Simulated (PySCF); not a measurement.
2-butanone, C4H8O, SMILES CCC(C)=O at its PBE0/def2-SVP optimised geometry (Å):

```
13

C     -1.3909    -0.3825    -1.1585
C     -0.7831     0.3822     0.0000
C      0.7332     0.3822     0.0000
C      1.4079     1.0447     1.1782
O      1.3684    -0.1259    -0.8927
H     -2.4894    -0.3395    -1.1296
H     -1.0854    -1.4387    -1.1368
H     -1.0514     0.0288    -2.1198
H     -1.1092     1.4387     0.0000
H     -1.1231    -0.0132     0.9743
H      1.2201     0.4578     2.0921
H      1.0008     2.0521     1.3561
H      2.4894     1.1008     1.0025
```

Level of theory: PBE0/def2-TZVP (PySCF).

Map of the electrostatic potential (hartree/e), clipped to [-0.08, 0.12] on the plane z = 0.6 Å:

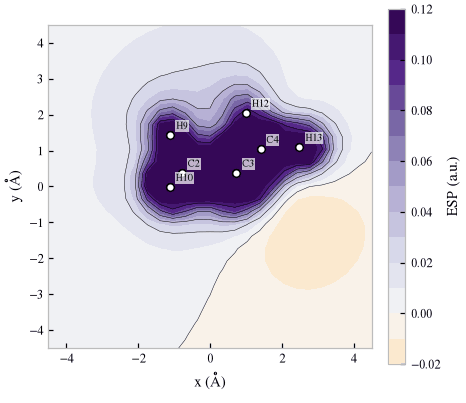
Electrostatic potential (hartree/e), clipped to [-0.08, 0.12] on the plane z = 0.6 Å.
